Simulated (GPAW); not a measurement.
Band structure of SrSbPt (P-6m2, 3 atoms in the cell).

```
CELL_PARAMETERS angstrom
      4.50717     0.00000     0.00000
     -2.25359     3.90332     0.00000
      0.00000     0.00000     4.63998
ATOMIC_POSITIONS crystal
  Sr 0.00000 0.00000 0.00000
  Sb 0.66667 0.33333 0.50000
  Pt 0.33333 0.66667 0.50000
```

Method: LDA (Perdew-Wang 92), GPAW PAW datasets LDA (gpaw-data 1.0.1) (plane waves; GPAW 25.7.0).

Settings: mode = pw; ecut = 550 eV; xc = LDA; kpts = 6 6 5; mesh shift (steps) = 0 0 0; occupations.name = methfessel-paxton; occupations.width = 0.1 eV; occupations.order = 0; nbands = -7; symmetry.symmorphic = false; symmetry.tolerance = 0.0005; maxiter = 150; bandpath_npoints = 40.

The starting cell comes from a database of computed structures (which also holds hypothetical and non-ambient phases and stackings), without a prior relaxation at this level. Spin-orbit coupling is off. Spin polarisation is off.

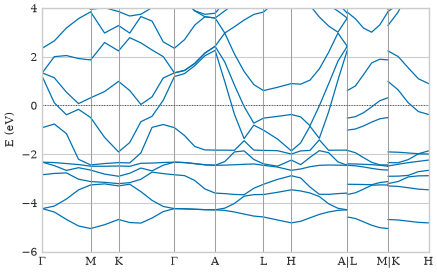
Fig. 1. Bands along the path, energies from the Fermi level.

Levels in eV from the Fermi level, bands 17 to 24:
```tsv
point	17	18	19	20	21	22	23	24
Γ	-2.33	-2.33	-0.91	1.19	1.34	1.34	2.35	4.65
M	-2.65	-2.50	-2.44	-0.50	0.31	1.87	3.84	3.95
K	-2.91	-2.49	-2.35	-1.91	0.99	2.24	3.28	3.86
A	-2.46	-2.46	-1.84	2.26	2.43	2.43	3.59	3.59
L	-2.46	-2.40	-1.85	-1.01	-0.52	0.61	3.83	5.04
H	-2.67	-2.24	-2.00	-1.87	-0.37	0.90	4.48	5.11
```

Bands cross the Fermi level along this path, so the cell is metallic at this level.
